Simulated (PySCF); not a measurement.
Ge(H)2(F)(Et), C₂H₇FGe, SMILES C[CH2][GeH2][F] at its B3LYP/def2-SVP optimised geometry (Å):

```
11

Ge    -0.6659     0.7663     0.0000
F      1.0931     0.7663     0.0000
C     -1.2056    -0.2046    -1.6153
C     -0.6316    -1.6242    -1.6866
H     -1.0805     0.0484     1.3031
H     -1.0931     2.2495     0.0000
H     -2.3094    -0.2147    -1.6439
H     -0.8764     0.3987    -2.4780
H      0.4687    -1.6100    -1.6406
H     -0.9884    -2.2495    -0.8515
H     -0.9214    -2.1285    -2.6230
```

Calculation: B3LYP/def2-TZVP in PySCF.

Map of the HOMO−1 amplitude (bohr^(-3/2)) on the plane z = 1.0 Å; orbital energy -9.09 eV, overall sign arbitrary:

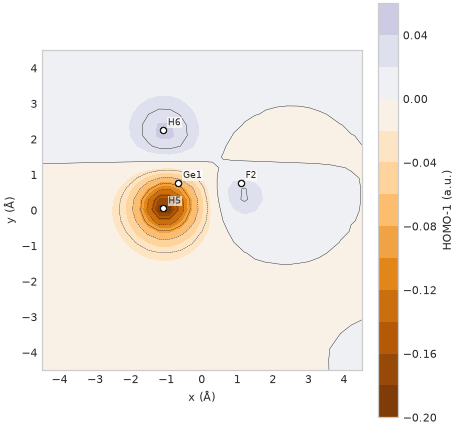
HOMO−1 amplitude (bohr^(-3/2)) on the plane z = 1.0 Å.
